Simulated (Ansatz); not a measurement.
Input file:

```
crystal:
  periodic: [false, false, false]
  atoms:
    - symbol: F
      position_ang: [-2.471843, -1.328679, -0.383242]
    - symbol: "N"
      position_ang: [-0.065287, -0.096518, -1.105002]
    - symbol: Si
      position_ang: [-1.094714, -1.498038, -1.260595]
    - symbol: Si
      position_ang: [-0.269260, 1.308387, -2.174333]
    - symbol: Si
      position_ang: [1.099394, 0.033844, 0.231263]
    - symbol: H
      position_ang: [-1.507912, -1.648129, -2.691102]
    - symbol: H
      position_ang: [-0.380366, -2.696101, -0.718384]
    - symbol: H
      position_ang: [1.061714, 1.691974, -2.762405]
    - symbol: H
      position_ang: [-1.228761, 0.933312, -3.266174]
    - symbol: H
      position_ang: [-0.803782, 2.494815, -1.418482]
    - symbol: H
      position_ang: [2.461708, 0.366156, -0.314649]
    - symbol: H
      position_ang: [1.137986, -1.282793, 0.951243]
    - symbol: H
      position_ang: [0.703793, 1.122948, 1.191456]
basis:
  gaussian: {orbitals: def2-SVPD}
hamiltonian: {xc: {name: PBE0}}
output: {forces: true, orbitals: {seedname: orbitals}}
```

Launched as:

```sh
ansatz run input.yaml --threads 2 --pin off --max-ram 4350MiB --events-out events.jsonl --progress --plain --runs-dir runs
```

Geometry: PBE-D3(BJ)/def2-SVP.

Theory: isolated molecule in a Gaussian basis; Kohn-Sham density functional theory, functional PBE0 (Ansatz).

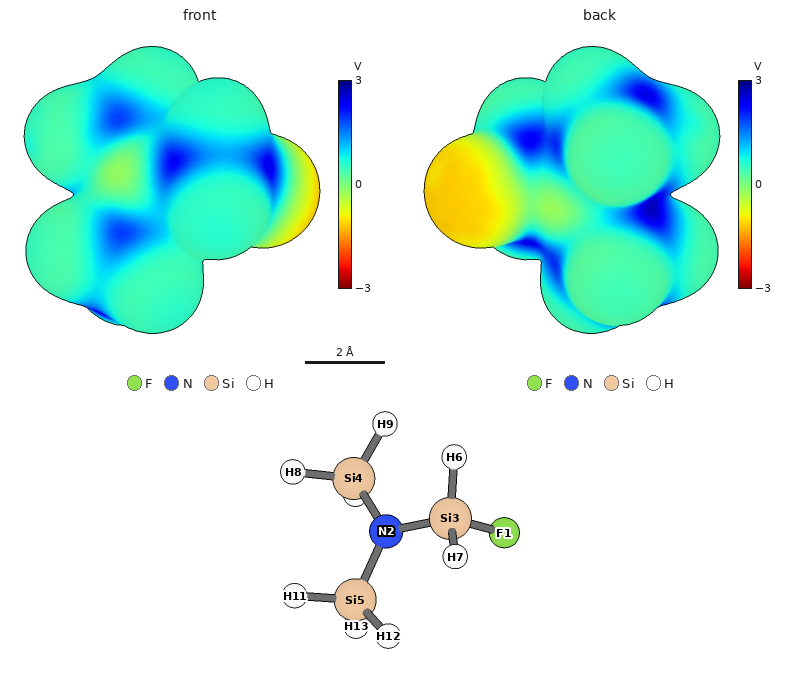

FH8NSi3 (SMILES F[SiH2]N([SiH3])[SiH3]). The electrostatic potential painted on the density surface at 0.004 e/bohr³, seen from the front and from behind; the colour scale runs from red (negative) to blue (positive). The bare structure is drawn below in the same view.

**Describe the electrostatic potential map.**

The most negative region (about −1.2 V, or −28 kcal/mol for a unit charge) lies over F1, the most positive (about +2.5 V, or +58 kcal/mol for a unit charge) over Si4 and Si5.

**How polar is the molecule by this calculation?**

Its dipole moment is 1.62 D.
